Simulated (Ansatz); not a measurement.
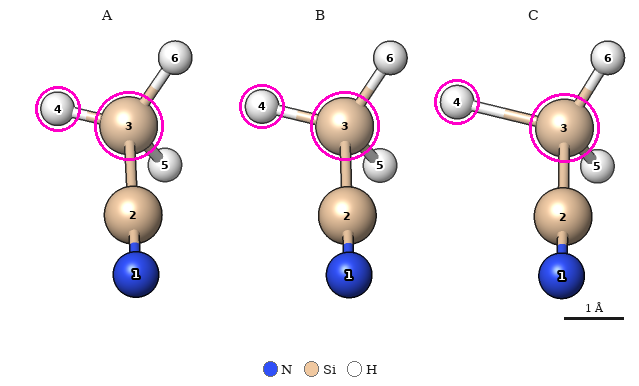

Energy scan for Si2NH3, in which the Si3–H4 distance is varied, with all other coordinates relaxed. The picture is a ball-and-stick view, seen from a free direction. The ringed atoms are those of the scanned coordinate.

Level of theory: CCSD(T) (def2-TZVPP, Ansatz), on geometries relaxed under the constraint at PBE0-D4/def2-TZVP. Coupled cluster with a frozen core. Energies are counted from the PBE0-D4/def2-TZVP minimum geometry at the same level.

Rank the frames from lowest to highest energy.

Lowest first: B (the distance 1.481 Å, 0.000 eV), A (the distance 1.273 Å, 0.520 eV), C (the distance 1.925 Å, 1.018 eV). Over the whole scan: the lowest computed point lies at the distance 1.481 Å (0.000 eV). The curvature at the lowest point is about 18 eV/Å² (3 mdyn/Å). The well is steeper on the short side, as for any bond. At 1.273 Å to 1.925 Å the mean-field solution behind CCSD(T) isn't stable (a lower one of broken symmetry exists), so those energies are less reliable. The T1 diagnostic reaches 0.029, so the single-reference result is less sure there.
